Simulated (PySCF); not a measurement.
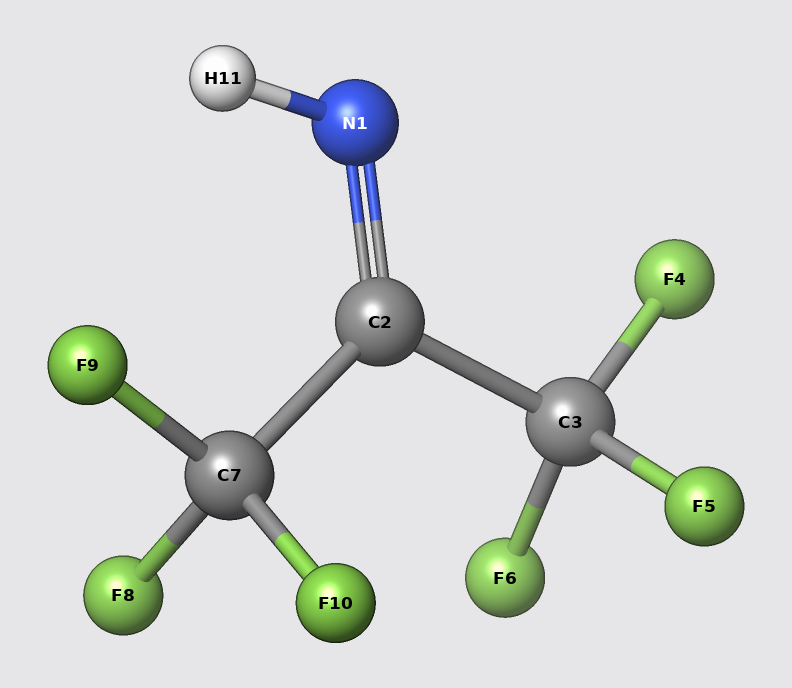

Computed geometry: PBE0-D3(BJ)/def2-SVP optimisation. No frequency run is at hand to confirm it as a minimum. Method: B3LYP/pcJ-1 indirect spin-spin coupling, non-relativistic, gas phase (PySCF 2.14.0). Isotopes: 13C, 19F, 1H, 15N.

Give the spin–spin coupling constants of these pairs, with the number of bonds between them: C2/F9, F5/F6, F8/F10, F9/F10, N1/F9, C3/F10.

```
   pair  bonds apart  J (Hz)
 C2, F9            2    37.8
 F5, F6            2    97.9
F8, F10            2    88.4
F9, F10            2    63.2
 N1, F9            3     6.4
C3, F10            3    −3.1
```

Density functionals are unreliable for couplings to fluorine, so those rows may be far off.
